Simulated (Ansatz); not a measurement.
# B3LYP/cc-pVTZ run of [SiH3]− (SMILES [SiH3-])

What is the vertical ionisation energy of [SiH3]− at B3LYP/cc-pVTZ? 

Program for the calculation: Ansatz 0.2.0.

2 further runs of the same task are left out: 2 set aside as unsound or not needed.

## Step 1: The system as given

[SiH3]−: 4 atoms, total charge -1, spin state singlet. SMILES: `[SiH3-]`. Geometry: relaxed at PBE0-D4/def2-TZVPD.

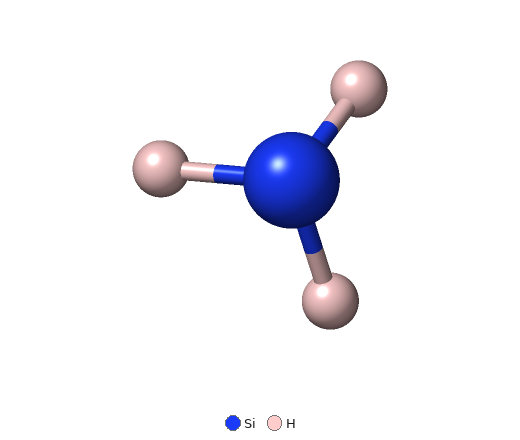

Viewed from a chosen angle; silicon blue, hydrogen pink.

## Step 2: A single-point energy at B3LYP/cc-pVTZ

Contents of molecule.yaml:

```yaml
crystal:
  periodic: [false, false, false]
  atoms:
    - {symbol: Si, position_ang: [0.539700, -0.050700, -0.300900]}
    - {symbol: H, position_ang: [0.426600, 0.622300, 1.085900]}
    - {symbol: H, position_ang: [-0.298500, -1.283700, 0.106800]}
    - {symbol: H, position_ang: [-0.667800, 0.712200, -0.891800]}
basis:
  gaussian: {orbitals: cc-pVTZ}
total_charge: -1
hamiltonian: {xc: {name: B3LYP}}
accuracy: high
output: {orbitals: {seedname: orbitals}}
```

Run with:

```console
$ ansatz run molecule.yaml --threads 1 --pin off --max-ram 3480MiB --events-out events.jsonl --progress --plain --runs-dir runs
```

Output:

```text
Warning: RAYON_NUM_THREADS=1 ignored (pool sized by the plan → 1); use --threads N
Functional definition: B3LYP
  name "B3LYP"
  parameter a0 = 0.2
  parameter ax = 0.72
  parameter ac = 0.81
  exchange = (1 - a0 - ax)*slater_x + ax*b88_x + a0*exact_x
  correlation = (1 - ac)*vwn_rpa_c + ac*lyp_c
1276 factors; integrals over basis functions are off by at most 3.4e-9 eV
mean field evaluation 1: about -7926.7834 eV, gradient 7.9e0 eV
mean field evaluation 2: about -7926.8900 eV, gradient 4.1e0 eV
mean field evaluation 4: about -7926.9394 eV, gradient 1.1e-1 eV
mean field evaluation 8: about -7926.9368 eV, gradient 7.4e-4 eV
mean field evaluation 16: about -7926.9368 eV, gradient 3.3e-7 eV
mean field -7926.93677854 eV, -291.3095535406 hartree, gradient 1.6e-8 eV, S^2 0.000000; 0 other end points of the search recorded, 0 dependent functions left out
reference -7926.93680965 eV, -291.3095546838 hartree; 9, 9 occupied and 67, 67 virtual orbitals, 1276 factors
Total energy: -7926.93680965 eV, -291.3095546838 hartree
```

It took 2.2 s on 1 thread of Arm Neoverse V2, shared host; peak memory 0.14 GiB.

## Step 3: Doublet neutral SiH3 at the same level

Contents of job.yaml:

```yaml
crystal:
  periodic: [false, false, false]
  atoms:
    - {symbol: Si, position_ang: [0.539700, -0.050700, -0.300900]}
    - {symbol: H, position_ang: [0.426600, 0.622300, 1.085900]}
    - {symbol: H, position_ang: [-0.298500, -1.283700, 0.106800]}
    - {symbol: H, position_ang: [-0.667800, 0.712200, -0.891800]}
basis:
  gaussian:
    orbitals: cc-pVTZ
magnetization:
  spin_polarized: true
  initial_magnetization: 1
hamiltonian:
  xc: {name: B3LYP}
accuracy: high
output: {orbitals: {seedname: orbitals}}
```

Run with:

```console
$ ansatz run job.yaml --threads 1 --pin off --max-ram 3480MiB --events-out events.jsonl --progress --plain --runs-dir runs
```

Output, shortened:

```text
Warning: RAYON_NUM_THREADS=1 ignored (pool sized by the plan → 1); use --threads N
[... 7 set-up lines as earlier in the session ...]
1276 factors; integrals over basis functions are off by at most 3.4e-9 eV
mean field evaluation 1: about -7924.3240 eV, gradient 9.8e0 eV
mean field evaluation 2: about -7924.7653 eV, gradient 6.6e0 eV
mean field evaluation 4: about -7925.1308 eV, gradient 1.0e0 eV
mean field evaluation 8: about -7925.1553 eV, gradient 5.0e-2 eV
mean field evaluation 16: about -7925.1553 eV, gradient 1.5e-5 eV
mean field -7925.15530306 eV, -291.2440855243 hartree, gradient 3.0e-8 eV, S^2 0.751790; 0 other end points of the search recorded, 0 dependent functions left out
reference -7925.15533497 eV, -291.2440866970 hartree; 9, 8 occupied and 67, 68 virtual orbitals, 1276 factors
Total energy: -7925.15533497 eV, -291.2440866970 hartree
```

Wall time 4.8 s (1 thread of Arm Neoverse V2, shared host); peak memory 0.19 GiB.

## Step 4: What came out

At B3LYP/cc-pVTZ:

| quantity | value |
| --- | --- |
| singlet [SiH3]−: total energy | -291.30955 Eh |
| singlet [SiH3]−: HOMO energy | 0.68 eV |
| singlet [SiH3]−: LUMO energy | 6.58 eV |
| singlet [SiH3]−: HOMO–LUMO gap (to an unbound level, set by the basis) | 5.90 eV |
| doublet neutral SiH3: total energy | -291.24409 Eh |
| doublet neutral SiH3: HOMO energy (highest over α and β) | -7.38 eV |
| doublet neutral SiH3: LUMO energy (lowest over α and β) | -4.18 eV |
| doublet neutral SiH3: ⟨S²⟩ | 0.752 |
| vertical detachment energy (to the doublet neutral) | 1.781 eV |

What this shows: The vertical ionisation energy comes to 1.78 eV (41 kcal/mol). The negative HOMO energy of the first species, -0.68 eV, lies 2.46 eV below that difference. The HOMO (singlet [SiH3]−) lies at positive energy, 0.68 eV; only total energies tell whether the electron is bound.
